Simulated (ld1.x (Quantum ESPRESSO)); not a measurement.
# Pseudopotential generation for cobalt: PAW, PBE

Task: generate the file, and judge it by its errors in other configurations, its logarithmic derivatives, its ghosts and its cutoff.

Method: ld1.x (Quantum ESPRESSO) 7.5, PBE, scalar-relativistic.

### Step 1. The design

Typed settings, in words:

```json
{
 "element": "cobalt (Co, Z = 27)",
 "type": "PAW",
 "frozen core": "[Ne]",
 "valence charge": "17",
 "reference configuration": "3s2 3p6 3d7 4s2 4p0",
 "partial waves": "3s (bound): rcut 1.05, rcutus 1.15 bohr; 4s (bound): rcut 1.05, rcutus 1.15 bohr; 3p (bound): rcut 1.15, rcutus 1.55 bohr; 4p (bound, empty): rcut 1.15, rcutus 1.55 bohr; 3d (bound): rcut 1.08, rcutus 1.14 bohr; 3d channel at 0.6 Ry: rcut 1.08, rcutus 1.14 bohr",
 "local potential": "all-electron potential smoothed inside 1.50 bohr (lloc = -1)",
 "core correction": "not asked for",
 "augmentation charge": "PSQ, inside the norm-conserving radii"
}
```

### Step 2. The generation run

File Co.in:

```
 &input
   title='Co', zed=27., rel=1, dft='PBE', iswitch=3,
   config='[Ar] 3d7 4s2 4p0',
   nld=3, rlderiv=1.70, eminld=-10.0, emaxld=5.0, deld=0.04
 /
 &inputp
   pseudotype=3, lpaw=.true., tm=.true., lloc=-1, rcloc=1.50,
   nlcc=.false.,
   which_augfun='PSQ', rmatch_augfun_nc=.true.,
   file_pseudopw='Co.UPF', file_wfcaegen='ae.wfc', file_wfcncgen='nc.wfc', file_beta='beta', file_chi='chi', file_wfcusgen='us.wfc'
 /
6
3S  1  0   2.00   0.00  1.05  1.15  0.0
4S  2  0   2.00   0.00  1.05  1.15  0.0
3P  2  1   6.00   0.00  1.15  1.55  0.0
4P  3  1   0.00   0.00  1.15  1.55  0.0
3D  3  2   7.00   0.00  1.08  1.14  0.0
3D  3  2   0.00   0.60  1.08  1.14  0.0
 &test
   configts(1)='3s2 3p6 3d7 4s2 4p0'
 /
```

The run is started by

```bash
$ ld1.x < Co.in > Co.out
```

The output, Co.out (without the banner and most projector matrices):

```text
     Program LD1 v.7.5
     --------------------------- All-electron run ----------------------------

     Co
     scalar relativistic calculation

     atomic number is 27.00
     dft =PBE   lsd =0 sic =0 latt =0  beta=0.20 tr2=1.0E-14
     Exchange-correlation= PBE
                           (   1   4   3   4   0   0   0)
     mesh =1193 r(mesh) =  99.89935 a.u. xmin = -7.00 dx = 0.01250
     1 Ry =  13.60569312 eV, c = 137.03599908

     n l     nl                  e(Ry)          e(Ha)          e(eV)
     1 0     1S 1( 2.00)      -558.0826      -279.0413     -7593.1006
     2 0     2S 1( 2.00)       -66.0755       -33.0378      -899.0036
     2 1     2P 1( 6.00)       -56.5897       -28.2948      -769.9416
     3 0     3S 1( 2.00)        -7.5266        -3.7633      -102.4044
     3 1     3P 1( 6.00)        -4.8242        -2.4121       -65.6364
     3 2     3D 1( 7.00)        -0.6030        -0.3015        -8.2040
     4 0     4S 1( 2.00)        -0.4020        -0.2010        -5.4697
     4 1     4P 1( 0.00)        -0.0938        -0.0469        -1.2766

     final scf error:  8.6E-15 reached in  32 iterations

     Etot =   -2786.294851 Ry,   -1393.147426 Ha,  -37909.472698 eV

     Ekin =    2822.267919 Ry,    1411.133959 Ha,   38398.911213 eV
     Encl =   -6674.713191 Ry,   -3337.356595 Ha,  -90814.099355 eV
     Eh   =    1184.776043 Ry,     592.388022 Ha,   16119.699266 eV
     Exc  =    -118.625623 Ry,     -59.312811 Ha,   -1613.983821 eV

     normalization and overlap integrals

     s(1S/1S) =  1.000000  <r> =   0.0562  <r2> =    0.0042  r(max) =   0.0366
     s(2S/2S) =  1.000000  <r> =   0.2555  <r2> =    0.0770  r(max) =   0.2131
     s(2P/2P) =  1.000000  <r> =   0.2250  <r2> =    0.0622  r(max) =   0.1723
     s(3S/3S) =  1.000000  <r> =   0.7736  <r2> =    0.6913  r(max) =   0.6648
     s(3P/3P) =  1.000000  <r> =   0.8160  <r2> =    0.7864  r(max) =   0.6816
     s(3D/3D) =  1.000000  <r> =   1.0711  <r2> =    1.5569  r(max) =   0.6648
     s(4S/4S) =  1.000000  <r> =   2.8937  <r2> =    9.7888  r(max) =   2.3202
     s(4P/4P) =  1.000000  <r> =   4.4224  <r2> =   23.7598  r(max) =   3.2517

     ------------------------ End of All-electron run ------------------------

     --------------------- Generating PAW atomic setup --------------------

      Generating local potential from pseudized AE potential:
      Matching radius rcloc =   1.5000

      Local pseudo, rcloc= 1.498 Estimated cut-off energy=    11.07 Ry

      Computing core charge for PAW:

       r > 0.37 : true rho core
       r < 0.37 : rho core = a sin(br)/r    a=  55.30  b=   7.11

      Integrated core pseudo-charge :   3.91
      Wfc-us  3S rcutus= 1.138  Estimated cut-off energy=    40.59 Ry
      Wfc-us  4S rcutus= 1.138  Estimated cut-off energy=    79.13 Ry
      Wfc-us  3P rcutus= 1.536  Estimated cut-off energy=    36.44 Ry
      Wfc-us  4P rcutus= 1.536  Estimated cut-off energy=    69.07 Ry
      Wfc-us  3D rcutus= 1.138  Estimated cut-off energy=    88.46 Ry
      Wfc-us  3D rcutus= 1.138  Estimated cut-off energy=    95.62 Ry

     Required augmentation: PSQ   radius:    1.550000

     Q pseudized with Bessel functions
     Expected ecutrho=     371.0053 due to l1=  2   l2=  2

     Estimated PAW energy = -376.116502 Ryd

     The PAW screened D coefficients
     1.01684     0.54675     0.00000     0.00000     0.00000     0.00000
     0.54675     0.10488     0.00000     0.00000     0.00000     0.00000
     0.00000     0.00000    -4.19541    -0.31582     0.00000     0.00000
     0.00000     0.00000    -0.31582    -0.59958     0.00000     0.00000
     0.00000     0.00000     0.00000     0.00000    -3.37357    -2.10371
     0.00000     0.00000     0.00000     0.00000    -2.10371    -1.30229

     The PAW descreened D coefficients (US)
    -3.69043    -1.20930     0.00000     0.00000     0.00000     0.00000
    -1.20930    -0.48001     0.00000     0.00000     0.00000     0.00000
     0.00000     0.00000     1.31483    -0.78425     0.00000     0.00000
     0.00000     0.00000    -0.78425    -2.16659     0.00000     0.00000
     0.00000     0.00000     0.00000     0.00000     0.04995     0.22799
     0.00000     0.00000     0.00000     0.00000     0.22799     0.29351

     ------------------- End of pseudopotential generation -------------------

     [... the all-electron block is printed once more ...]


     Computing logarithmic derivative in   1.70819
     Computing logarithmic derivative in   1.70819
     Computing the partial wave expansion
     R is outside the sphere for l=    0 j= 0.00
     R is outside the sphere for l=    0 j= 0.00
     R is outside the sphere for l=    1 j= 0.00
     R is outside the sphere for l=    1 j= 0.00
     R is outside the sphere for l=    2 j= 0.00
     R is outside the sphere for l=    2 j= 0.00

     ---------------------- Testing the pseudopotential ----------------------

     Co
     scalar relativistic calculation

     atomic number is 27.00   valence charge is 17.00
     dft = SLA  PW   PBX  PBC   lsd =0 sic =0 latt =0  beta=0.20 tr2=1.0E-14
     mesh =1193 r(mesh) =  99.89935 xmin = -7.00 dx = 0.01250

     n l     nl             e AE (Ry)        e PS (Ry)    De AE-PS (Ry)
     1 0     3S   1( 2.00)       -7.52658       -7.52653       -0.00005
     2 1     3P   1( 6.00)       -4.82419       -4.82414       -0.00004
     3 2     3D   1( 7.00)       -0.60298       -0.60295       -0.00003
     2 0     4S   1( 2.00)       -0.40202       -0.40201       -0.00001
     3 1     4P   1( 0.00)       -0.09383       -0.09383       -0.00000

     eps = 6.2E-16  iter =  6

     Etot =   -2786.294851 Ry,   -1393.147426 Ha,  -37909.472698 eV
     Etotps =  -376.116500 Ry,    -188.058250 Ha,   -5117.325675 eV

     Ekin =     327.567954 Ry,     163.783977 Ha,    4456.789063 eV
     Encl =    -836.230988 Ry,    -418.115494 Ha,  -11377.502197 eV
     Ehrt =     251.172289 Ry,     125.586144 Ha,    3417.373083 eV
     Ecxc =    -118.625755 Ry,     -59.312878 Ha,   -1613.985624 eV

     ---------------------- End of pseudopotential test ----------------------
```

It took 1.5 s on 1 thread of Neoverse-V2, shared host. This counts the later configuration tests of the new file too.

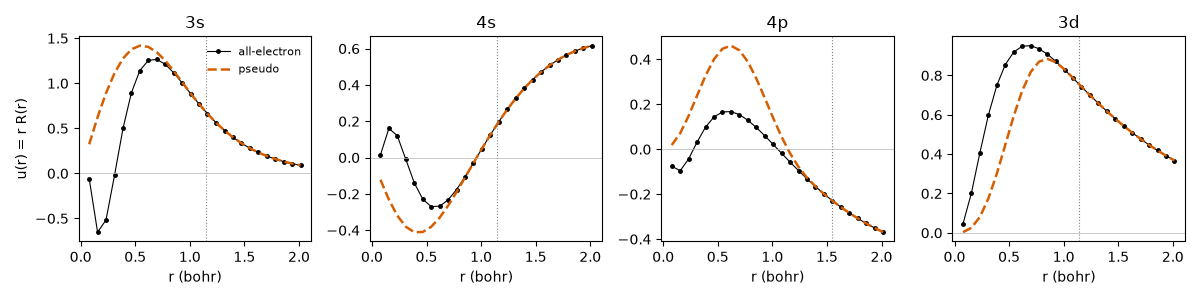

Bound waves of the atom and their pseudo partners (3s, 4s, 4p, 3d), with the matching radii dotted. The curves join 26 sampled radii, too few to resolve the innermost nodes.

### Step 3. Testing the new file in other configurations

File Co.test.in:

```
 &input
   title='Co', zed=27., rel=1, dft='PBE', iswitch=2,
   config='[Ar] 3d7 4s2 4p0'
 /
 &test
   file_pseudo='Co.UPF', nconf=8,
   configts(1)='3s2 3p6 3d7 4s2 4p0',
   configts(2)='3s2 3p6 3d7 4s1 4p0',
   configts(3)='3s2 3p6 3d7 4s0 4p0',
   configts(4)='3s2 3p6 3d6 4s0 4p0',
   configts(5)='3s2 3p6 3d5 4s0 4p0',
   configts(6)='3s2 3p6 3d6 4s2 4p0',
   configts(7)='3s2 3p6 3d7 4s0 4p2',
   configts(8)='3s2 3p6 3d7 4s1 4p1'
 /
```

The run is started by

```bash
$ ld1.x < Co.test.in > Co.test.out
```

Co.test.out, the pseudopotential blocks, each with the warnings that came before it:

```text
     ---------------------- Testing the pseudopotential ----------------------

     Co
     scalar relativistic calculation

     atomic number is 27.00   valence charge is 17.00
     dft =SLA  PW   PBX  PBC   lsd =0 sic =0 latt =0  beta=0.20 tr2=1.0E-14
     mesh =1193 r(mesh) =  99.89935 xmin = -7.00 dx = 0.01250

     n l     nl             e AE (Ry)        e PS (Ry)    De AE-PS (Ry)
     1 0     3S   1( 2.00)       -7.52658       -7.52653       -0.00005
     2 1     3P   1( 6.00)       -4.82419       -4.82414       -0.00004
     3 2     3D   1( 7.00)       -0.60298       -0.60295       -0.00003
     2 0     4S   1( 2.00)       -0.40202       -0.40201       -0.00001
     3 1     4P   1( 0.00)       -0.09383       -0.09383       -0.00000

     eps = 6.2E-16  iter =  6

     Etot =   -2786.294851 Ry,   -1393.147426 Ha,  -37909.472698 eV
     Etotps =  -376.116500 Ry,    -188.058250 Ha,   -5117.325675 eV

     Ekin =     327.567954 Ry,     163.783977 Ha,    4456.789063 eV
     Encl =    -836.230988 Ry,    -418.115494 Ha,  -11377.502197 eV
     Ehrt =     251.172289 Ry,     125.586144 Ha,    3417.373083 eV
     Ecxc =    -118.625755 Ry,     -59.312878 Ha,   -1613.985624 eV

     ---------------------- End of pseudopotential test ----------------------

     ---------------------- Testing the pseudopotential ----------------------

     Co
     [...]
     n l     nl             e AE (Ry)        e PS (Ry)    De AE-PS (Ry)
     1 0     3S   1( 2.00)       -8.17488       -8.17478       -0.00010
     2 1     3P   1( 6.00)       -5.47350       -5.47342       -0.00008
     3 2     3D   1( 7.00)       -1.24646       -1.24639       -0.00007
     2 0     4S   1( 1.00)       -0.93803       -0.93804        0.00001
     3 1     4P   1( 0.00)       -0.54886       -0.54885       -0.00001

     eps = 6.6E-15  iter =  9

     Etot =   -2785.631149 Ry,   -1392.815574 Ha,  -37900.442564 eV
     Etotps =  -375.452730 Ry,    -187.726365 Ha,   -5108.294622 eV
     dEtot_ae =       0.663703 Ry
     dEtot_ps =       0.663770 Ry,   Delta E=      -0.000068 Ry

     [...]
     ---------------------- End of pseudopotential test ----------------------

     ---------------------- Testing the pseudopotential ----------------------

     Co
     [...]
     n l     nl             e AE (Ry)        e PS (Ry)    De AE-PS (Ry)
     1 0     3S   1( 2.00)       -8.92863       -8.92847       -0.00016
     2 1     3P   1( 6.00)       -6.22769       -6.22757       -0.00013
     3 2     3D   1( 7.00)       -1.98916       -1.98905       -0.00011
     2 0     4S   1( 0.00)       -1.53869       -1.53875        0.00006
     3 1     4P   1( 0.00)       -1.07841       -1.07839       -0.00002

     eps = 7.6E-17  iter =  9

     Etot =   -2784.397424 Ry,   -1392.198712 Ha,  -37883.656885 eV
     Etotps =  -374.218866 Ry,    -187.109433 Ha,   -5091.507055 eV
     dEtot_ae =       1.897427 Ry
     dEtot_ps =       1.897634 Ry,   Delta E=      -0.000206 Ry

     [...]
     ---------------------- End of pseudopotential test ----------------------

     ---------------------- Testing the pseudopotential ----------------------

     Co
     [...]
     n l     nl             e AE (Ry)        e PS (Ry)    De AE-PS (Ry)
     1 0     3S   1( 2.00)      -10.34477      -10.34517        0.00041
     2 1     3P   1( 6.00)       -7.62638       -7.62675        0.00037
     3 2     3D   1( 6.00)       -3.31966       -3.31993        0.00027
     2 0     4S   1( 0.00)       -2.38146       -2.38150        0.00004
     3 1     4P   1( 0.00)       -1.82341       -1.82492        0.00150

     eps = 8.5E-15  iter =  9

     Etot =   -2781.761040 Ry,   -1390.880520 Ha,  -37847.787048 eV
     Etotps =  -371.582358 Ry,    -185.791179 Ha,   -5055.635530 eV
     dEtot_ae =       4.533812 Ry
     dEtot_ps =       4.534142 Ry,   Delta E=      -0.000330 Ry

     [...]
     ---------------------- End of pseudopotential test ----------------------

     Warning: n=3, l=2 expected 0 nodes, found 1
     ---------------------- Testing the pseudopotential ----------------------

     Co
     [...]
     n l     nl             e AE (Ry)        e PS (Ry)    De AE-PS (Ry)
     1 0     3S   1( 2.00)      -11.95396      -11.95637        0.00242
     2 1     3P   1( 6.00)       -9.21411       -9.21620        0.00209
     3 2     3D   1( 5.00)       -4.84765       -4.84951        0.00186
     2 0     4S   1( 0.00)       -3.32737       -3.32780        0.00044
     3 1     4P   1( 0.00)       -2.68132       -2.69177        0.01046  !

     eps = 8.0E-16  iter =  9

     Etot =   -2777.692752 Ry,   -1388.846376 Ha,  -37792.435173 eV
     Etotps =  -367.512916 Ry,    -183.756458 Ha,   -5000.267960 eV
     dEtot_ae =       8.602099 Ry
     dEtot_ps =       8.603583 Ry,   Delta E=      -0.001484 Ry

     [...]
     ---------------------- End of pseudopotential test ----------------------

     ---------------------- Testing the pseudopotential ----------------------

     Co
     [...]
     n l     nl             e AE (Ry)        e PS (Ry)    De AE-PS (Ry)
     1 0     3S   1( 2.00)       -8.67294       -8.67326        0.00032
     2 1     3P   1( 6.00)       -5.95660       -5.95684        0.00024
     3 2     3D   1( 6.00)       -1.67487       -1.67507        0.00020
     2 0     4S   1( 2.00)       -1.06776       -1.06770       -0.00006
     3 1     4P   1( 0.00)       -0.63474       -0.63525        0.00050

     eps = 2.3E-15  iter = 11

     Etot =   -2785.179005 Ry,   -1392.589502 Ha,  -37894.290832 eV
     Etotps =  -375.000573 Ry,    -187.500286 Ha,   -5102.142712 eV
     dEtot_ae =       1.115847 Ry
     dEtot_ps =       1.115927 Ry,   Delta E=      -0.000081 Ry

     [...]
     ---------------------- End of pseudopotential test ----------------------

     ---------------------- Testing the pseudopotential ----------------------

     Co
     [...]
     n l     nl             e AE (Ry)        e PS (Ry)    De AE-PS (Ry)
     1 0     3S   1( 2.00)       -7.78104       -7.77955       -0.00149
     2 1     3P   1( 6.00)       -5.07925       -5.07773       -0.00152
     3 2     3D   1( 7.00)       -0.84920       -0.84764       -0.00156
     2 0     4S   1( 0.00)       -0.55385       -0.55328       -0.00056
     3 1     4P   1( 2.00)       -0.20516       -0.20521        0.00005

     eps = 9.0E-15  iter = 15

     Etot =   -2785.634942 Ry,   -1392.817471 Ha,  -37900.494175 eV
     Etotps =  -375.456973 Ry,    -187.728486 Ha,   -5108.352352 eV
     dEtot_ae =       0.659909 Ry
     dEtot_ps =       0.659527 Ry,   Delta E=       0.000382 Ry

     [...]
     ---------------------- End of pseudopotential test ----------------------

     ---------------------- Testing the pseudopotential ----------------------

     Co
     [...]
     n l     nl             e AE (Ry)        e PS (Ry)    De AE-PS (Ry)
     1 0     3S   1( 2.00)       -7.66333       -7.66299       -0.00034
     2 1     3P   1( 6.00)       -4.96132       -4.96099       -0.00033
     3 2     3D   1( 7.00)       -0.73593       -0.73558       -0.00035
     2 0     4S   1( 1.00)       -0.48673       -0.48663       -0.00010
     3 1     4P   1( 1.00)       -0.15575       -0.15581        0.00006

     eps = 4.5E-15  iter = 18

     Etot =   -2785.975082 Ry,   -1392.987541 Ha,  -37905.122020 eV
     Etotps =  -375.796775 Ry,    -187.898388 Ha,   -5112.975601 eV
     dEtot_ae =       0.319769 Ry
     dEtot_ps =       0.319725 Ry,   Delta E=       0.000044 Ry

     [...]
     ---------------------- End of pseudopotential test ----------------------
```

Excitation and ionisation energies from 3s2 3p6 3d7 4s2 4p0, with the error of the potential. A star marks tests that logged a warning.

| valence configuration | charge | ΔE all-electron (eV) | error AE − PS (meV) |
| --- | --- | --- | --- |
| 3s2 3p6 3d7 4s1 4p0 | +1 | 9.030 | -0.9 |
| 3s2 3p6 3d7 4s0 4p0 | +2 | 25.816 | -2.8 |
| 3s2 3p6 3d6 4s0 4p0 | +3 | 61.686 | -4.5 |
| 3s2 3p6 3d5 4s0 4p0 * | +4 | 117.038 | -20 |
| 3s2 3p6 3d6 4s2 4p0 | +1 | 15.182 | -1.1 |
| 3s2 3p6 3d7 4s0 4p2 | 0 | 8.979 | +5.2 |
| 3s2 3p6 3d7 4s1 4p1 | 0 | 4.351 | +0.6 |

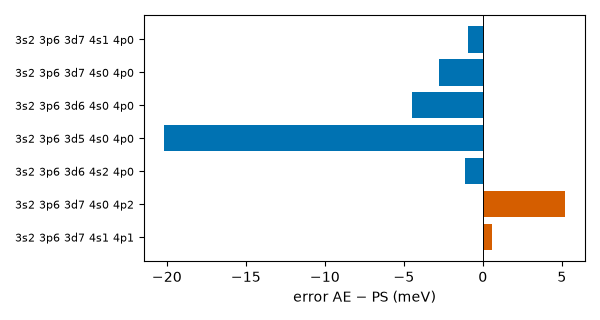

Error of the potential in each test configuration.

### Step 4. Does it scatter like the atom?

Taken from the files of the generation run. The phase is arctan(r·u′/u) with u = r·R, unwrapped, with energies in Ry. A pole is an energy at which the radial function vanishes at the test radius. The pseudo phase is shifted by a multiple of π to meet the all-electron one at the reference energy. Levels narrower than the energy grid can be missing from the poles. The last column is the largest difference on the grid between −1 and +1 Ry.

```tsv
channel	radius (bohr)	reference (Ry)	poles AE	poles PS	energies with phases within 0.05 rad (Ry)	largest difference near zero (rad)
s	1.71	-0.40	-7.33	-7.33	the whole range	0.000
p	1.71	-0.09	-4.52	-4.52	below 2.5	0.001
d	1.71	-0.60	0.10	0.10	the whole range	0.000
```

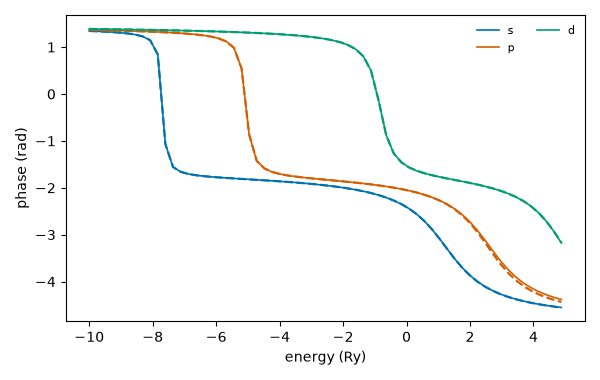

Phases by channel: all-electron solid, pseudo dashed.

### Step 5. Plane-wave convergence, by spherical Bessel functions

A separate test, outside the generator: the pseudo-atom's Hamiltonian at the reference potential is diagonalised in spherical Bessel functions j_l(qr) that vanish at 20 bohr, with q² up to the cutoff.

All-electron valence levels (Ry): 3s -7.5266, 4s -0.4020, 3p -4.8242, 4p -0.0938, 3d -0.6030. The lowest levels of each channel (Ry) by cutoff; the last column sums, over occupied levels, occupation times the distance from the level at 400 Ry. A positive value is a state of the box, at any cutoff.

```tsv
cutoff (Ry)	s #1	s #2	p #1	p #2	d #1	f #1	Σ f·Δε (mRy)
8	-6.1697	-0.2736	-3.8124	-0.0347	0.0597	0.1121	13683.2
15	-7.1152	-0.3458	-4.6630	-0.0543	0.0591	0.1121	6540.2
21	-7.4032	-0.3751	-4.7789	-0.0599	0.0581	0.1121	5203.3
35	-7.5173	-0.3942	-4.8232	-0.0722	-0.0485	0.1121	3925.3
45	-7.5256	-0.3991	-4.8236	-0.0860	-0.3587	0.1121	1724.6
60	-7.5262	-0.4018	-4.8242	-0.0933	-0.5689	0.1121	243.8
80	-7.5265	-0.4022	-4.8242	-0.0936	-0.6013	0.1121	15.0
90	-7.5266	-0.4022	-4.8243	-0.0938	-0.6022	0.1121	8.2
110	-7.5267	-0.4023	-4.8243	-0.0938	-0.6025	0.1121	6.1
140	-7.5267	-0.4023	-4.8243	-0.0939	-0.6031	0.1121	1.1
160	-7.5267	-0.4023	-4.8243	-0.0939	-0.6032	0.1121	0.8
200	-7.5267	-0.4023	-4.8243	-0.0939	-0.6032	0.1121	0.3
400	-7.5267	-0.4023	-4.8243	-0.0939	-0.6033	0.1121	0.0
```

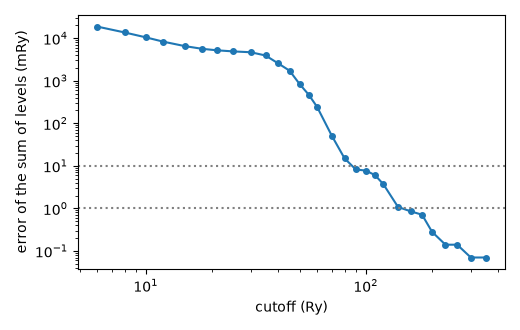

Occupation-weighted error of the valence levels against the cutoff; the dotted lines mark 10 and 1 mRy.

The sum stays within 10 mRy from 90 Ry and within 1 mRy from 160 Ry. The sum leaves out empty levels, which can need more. Ghost test: no level below the all-electron spectrum of its channel (s, p, d, f tested).

### Step 6. Summary of results

| quantity | value |
| --- | --- |
| cutoffs for 10 and 1 mRy, occupied levels | 90 Ry and 160 Ry |
| bound ghosts | none found |
| largest test error (AE − PS) | -20 meV, for 3s2 3p6 3d5 4s0 4p0 (this test logged a warning) |
| largest phase difference near zero energy, channels read | 0.001 rad |
| lowest eigenvalue of the overlap (Bessel basis) | 0.103 (p) |
| density cutoff estimated by the generator | 371 Ry |

By total energies transferability is good: the largest error is 20 meV on 117.0 eV, for 3s2 3p6 3d5 4s0 4p0. It counts as hard, with 90 Ry needed at the looser tolerance. The slowest level is 3d: taken alone it needs 110 Ry to come within 1 mRy, against 55 Ry for 4s. The program's ghost test flags no bound state. Near zero energy the phases of the channels with partial waves agree within 0.001 rad. All of this concerns the isolated atom, not yet a solid.
